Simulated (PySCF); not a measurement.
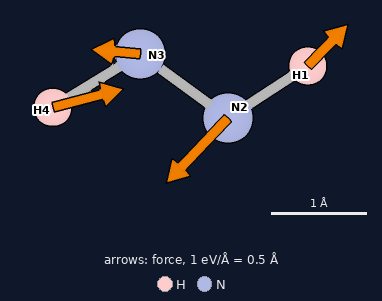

Starting geometry of N₂H₂ with the computed forces as orange arrows. A ball-and-stick model, seen at a tilt.

The start comes from GFN2-xTB. Its atoms were then displaced at random by about 0.01 Å.

Computed with PBE0-D3(BJ)/def2-TZVP geometry optimisation, gas phase in PySCF 2.14.0, density-fitted response routines. 

Is this structure relaxed? If not, where do the atoms go?

Answer. It isn't relaxed: the largest force vector, on N2, is 1.94 eV/Å. The final displacements follow the starting forces only in part (cosine between the two patterns 0.80). The atom that moves furthest after the best rigid fit is H4 (0.050 Å). By element the largest moves are H 0.050 Å, N 0.035 Å. Near-neighbour distances that change, for instance: N3–H4 1.079 → 1.033 Å, H1–N2 1.003 → 1.033 Å, N2–N3 1.224 → 1.230 Å. Among the angles between lasting bonds that change: N2–N3–H4 110.7° → 106.8°, H1–N2–N3 109.3° → 106.9°. Over 6 geometry steps the energy falls by 1.81 kcal/mol.
